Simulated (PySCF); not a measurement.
# C$_{2}$H$_{10}$OSi$_{2}$ (SMILES COC[SiH2][SiH3]): what the fields show

```xyz
15

C    -1.9012    1.4396   -0.1543
O    -0.9316    0.4338   -0.2621
C    -0.5920   -0.1697    0.9730
Si    0.7486   -1.4412    0.4942
Si    2.0932   -0.3926   -1.0633
H    -2.8359    1.0456    0.2652
H    -1.5503    2.2604    0.4852
H    -2.0836    1.8150   -1.1600
H    -1.4812   -0.6212    1.4317
H    -0.2229    0.5901    1.6761
H     1.3877   -1.8625    1.7525
H     0.0443   -2.6348    0.0039
H     3.2430   -1.2393   -1.4089
H     2.6613    0.8648   -0.5603
H     1.4162   -0.0799   -2.3221
```

Geometry: GFN2-xTB, NEB image 0 of 0 to 8.

The calculation used PySCF 2.14.0, PBE0/pcSseg-1, SCF density, gas phase, non-relativistic.

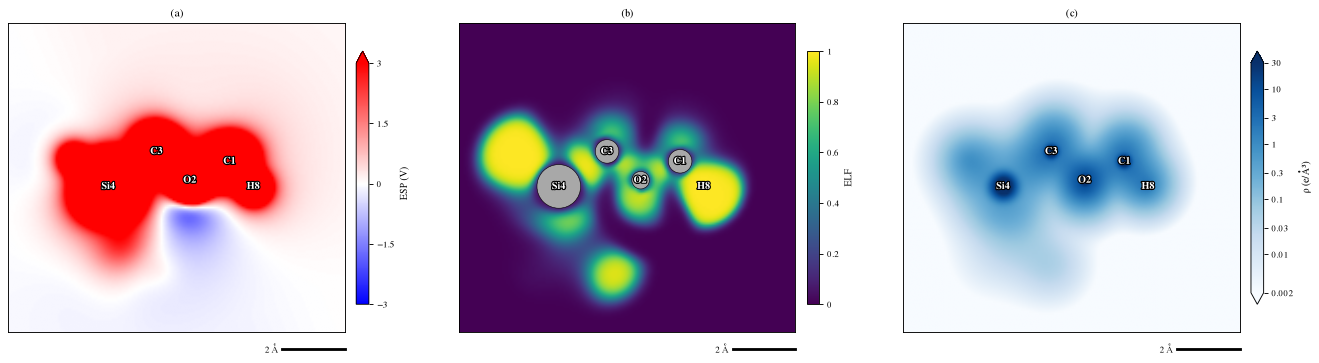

Figure 1. (a) molecular electrostatic potential; (b) ELF; (c) electron density on the plane of atoms C1, O2 and C3. Grey discs cover the atomic cores in the ELF map.

What do the fields say about this system?

Answer. The plane passes through C, O, Si and H nuclei. C–O (1.40 Å): ρ at the midpoint is about 2.1 e/Å³, with its minimum of 1.8 e/Å³ about 0.5 Å from C; the ELF peaks at about 0.90 between the atoms (a shared but strongly polarised pair). C–Si (1.91 Å): ρ at the midpoint is about 0.92 e/Å³; the ELF peaks at about 1 between the atoms; a shared electron pair. C–H (1.09 Å): ρ is about 2.1 e/Å³ halfway; the ELF climbs to about 1 towards the hydrogen, as it does in any bond to H: a covalent bond by its length. The ELF also peaks beside O2, away from the bonds: lone-pair regions. Outside the dense part of the molecule the potential is most negative (−1.7 V) near O2.

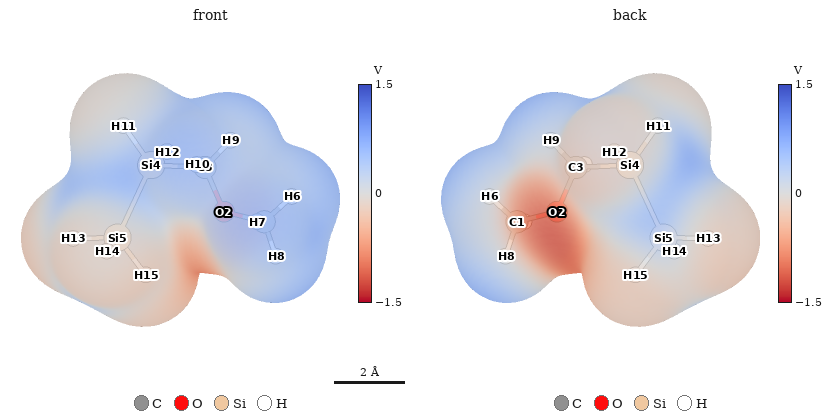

Figure 2. The molecular electrostatic potential painted on the density surface at 0.001 e/bohr³, seen from the front and from behind; red is negative and blue positive.

Describe the electrostatic potential map.

Answer. The most negative region (about −1.1 V) lies over O2, the most positive (about +0.6 V) over the C, H and Si atoms. O2 is the likeliest acceptor of a hydrogen bond.

What dipole moment does the calculation give?

Answer. Its dipole moment is 1.74 D.
